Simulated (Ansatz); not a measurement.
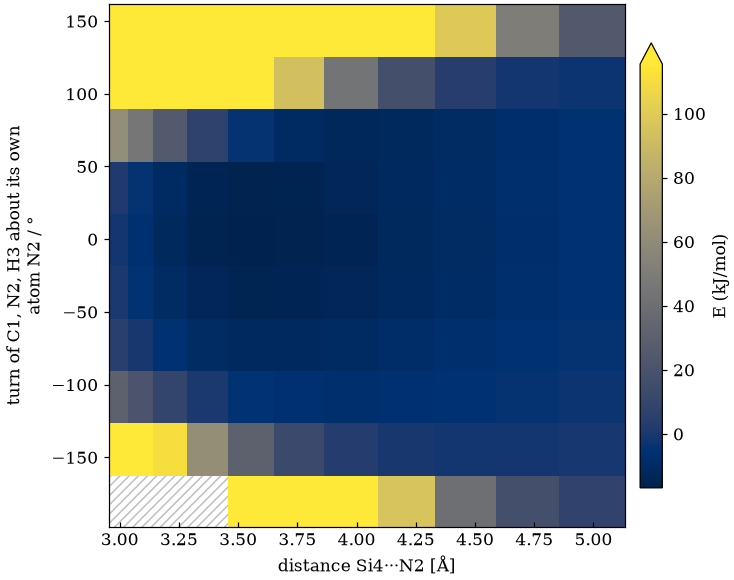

Energy landscape of the pair CHN···H₅NSi. The turn is about an axis along (0.95, −0.28, 0.12) in the frame of the relaxed pair, normal to the line between the partners. The first coordinate is: distance Si4···N2; the second: turn of C1, N2, H3 about its own atom N2. Grid: 11 × 10 points. At 4 points there is no value (left out of the scan, as a rule where atoms come close). Points are written as (first, second). Energies are in kJ/mol, from the two partners far apart, frozen as in the relaxed pair, each in its own basis (no counterpoise correction). Energies and slopes of some neighbouring points disagree (a jump in structure or state, or too coarse a mesh). All numbers below come from RKS B3LYP-D4/def2-SVPD in Ansatz.

In the figure: one coloured cell a grid point, one colour for all values above the top of the scale, hatched blanks where no value was computed. 

Question: Summarise what can be read from the map.

Answer: The lowest grid point is at (3.548 Å, 0°), −17 kJ/mol from the two partners far apart, frozen as in the relaxed pair, each in its own basis (no counterpoise correction). The highest grid point, (2.994 Å, 144°), lies 1586 kJ/mol above the lowest. At the highest point the unbonded atoms H3···Si4 come to 1.08 Å, against 5.21 Å at the lowest; the sum of their van der Waals radii is about 3.4 Å.

Grid values (kJ/mol):

| second ↓, first → | 2.994 | 3.073 | 3.204 | 3.364 | 3.548 | 3.751 | 3.972 | 4.207 | 4.457 | 4.719 | 4.994 |
| --- | --- | --- | --- | --- | --- | --- | --- | --- | --- | --- | --- |
| 144 | 1569 | 1384 | 1121 | 856 | 616 | 424 | 280 | 174 | 99 | 51 | 24 |
| 108 | 776 | 636 | 454 | 295 | 175 | 94 | 44 | 17 | 4 | −2 | −3 |
| 72 | 62 | 45 | 25 | 7 | −4 | −10 | −12 | −12 | −10 | −8 | −6 |
| 36 | 2 | −4 | −11 | −15 | −16 | −15 | −14 | −11 | −9 | −7 | −6 |
| 0 | −1 | −6 | −12 | −16 | −17 | −16 | −14 | −12 | −10 | −8 | −6 |
| −36 | 0 | −4 | −10 | −14 | −15 | −15 | −13 | −11 | −9 | −7 | −6 |
| −72 | 5 | 0 | −6 | −10 | −11 | −11 | −10 | −9 | −7 | −6 | −4 |
| −108 | 30 | 21 | 9 | 0 | −5 | −7 | −7 | −6 | −5 | −4 | −3 |
| −144 | 223 | 172 | 110 | 62 | 30 | 12 | 3 | −1 | −2 | −2 | −1 |
| −180 | – | – | – | – | 1030 | 482 | 218 | 96 | 41 | 17 | 8 |

The whole map (106 points run) took 8.5 min on 1 thread of Intel(R) Xeon(R) Platinum 8488C (Sapphire Rapids), on a shared host.
